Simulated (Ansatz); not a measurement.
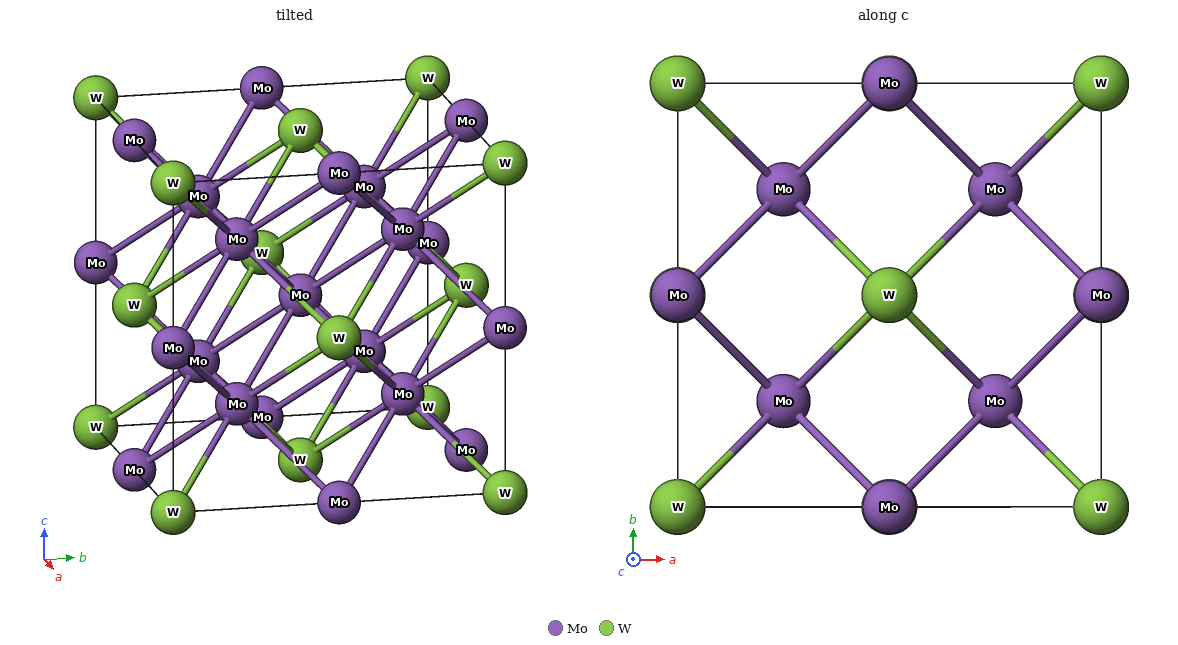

This ball-and-stick model is shown slightly off an axis and along the c axis. Lines trace the edges of the conventional unit cell.

Mo3W, D0₃ (BiF₃ or Fe₃Al type), space group Fm-3m (No. 225), a = 6.332 Å, b = 6.332 Å, c = 6.332 Å, α = 90.00°, β = 90.00°, γ = 90.00°. The structure was taken from a structure type filled with these elements by a generator (whether the compound takes this form wasn't checked). Earlier steps of the study, as a rule a relaxation of our own, may have changed the cell and positions, so they can lie some per cent off the listed ones. A calculation with Ansatz used it as input.

This one geometry was computed with Ansatz (DFT, plane waves, PAW) at three levels of theory: r2SCAN, PBE and PBE with spin-orbit coupling.

Question: Which level gives the highest pressure at this volume, and what does that say about its equilibrium volume?

Answer: Highest: PBE (0.0 GPa) and PBE with spin-orbit coupling (0.1 GPa), which points to the largest equilibrium volume. Lowest, with the smallest volume: r2SCAN (-2.9 GPa). Levels within 0.5 GPa of each other can't be told apart.

Question: How does the band gap change with the level of theory?

Answer: All levels give a metal.

Question: Collect the results in a table.

Answer:
| level | cutoff (eV) | k-mesh of the run's cell | gap (eV) | pressure (GPa) |
| --- | --- | --- | --- | --- |
| r2SCAN | 500 | 12×12×12 | metal | -2.9 |
| PBE | 420 | 12×12×12 | metal | 0.0 |
| PBE with spin-orbit coupling | 420 | 12×12×12 | metal | 0.1 |

Gaps are taken on the k-mesh or band path of each run.
